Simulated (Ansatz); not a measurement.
Input file:

```
crystal:
  periodic: [false, false, false]
  atoms:
    - {symbol: Si, position_ang: [-0.980197, 1.224272, -0.539739]}
    - {symbol: C, position_ang: [-0.371591, -0.243277, 0.413234]}
    - {symbol: C, position_ang: [1.086644, -0.344688, 0.786206]}
    - {symbol: C, position_ang: [0.528977, -1.252314, -0.255107]}
    - {symbol: H, position_ang: [-2.203110, 0.898362, -1.323709]}
    - {symbol: H, position_ang: [-1.298209, 2.366972, 0.359964]}
    - {symbol: H, position_ang: [0.093247, 1.644812, -1.483440]}
    - {symbol: H, position_ang: [-1.061866, -0.656391, 1.142951]}
    - {symbol: H, position_ang: [1.753608, 0.448168, 0.467101]}
    - {symbol: H, position_ang: [1.327810, -0.764902, 1.754791]}
    - {symbol: H, position_ang: [0.814297, -1.080503, -1.286785]}
    - {symbol: H, position_ang: [0.387389, -2.295611, -0.001368]}
basis:
  gaussian: {orbitals: def2-TZVPP}
hamiltonian: {xc: pbe0, dispersion: d4}
output: {orbitals: {seedname: orbitals}}
```

Run with:

```sh
ansatz run in.yaml --threads 2 --pin off --events-out ev --progress --plain --max-ram 4352MiB
```

Geometry: PBE0-D4/def2-TZVP.

All numbers below come from RKS PBE0-D4/def2-TZVPP in Ansatz.

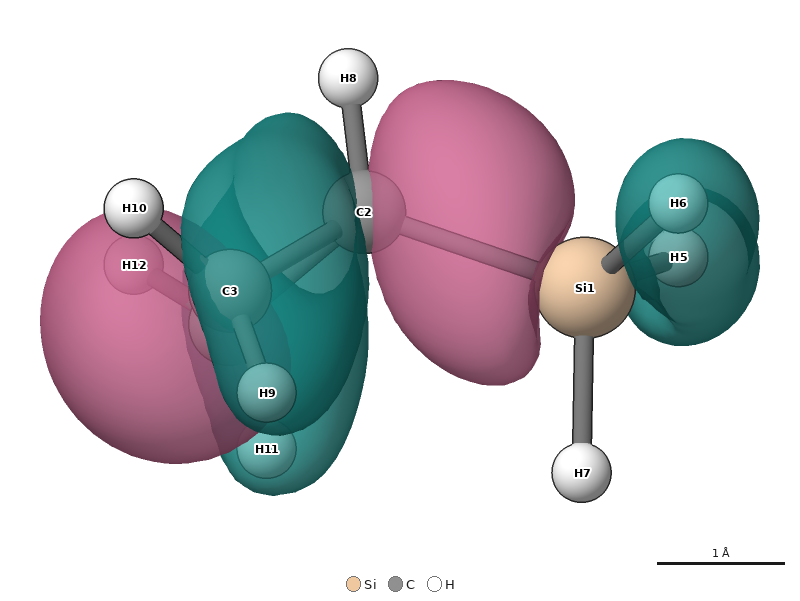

C3H8Si (SMILES [SiH3]C1CC1). The HOMO at ±0.1 Å⁻³ᐟ² (teal and pink are the two phases), seen from one side.

Q: Where does this orbital lie, and at what energy?

A: It lies mainly on C4 (about 25 %), C3 (about 25 %), C2 (about 20 %) and Si1 (about 15 %). Its energy is −8.31 eV.
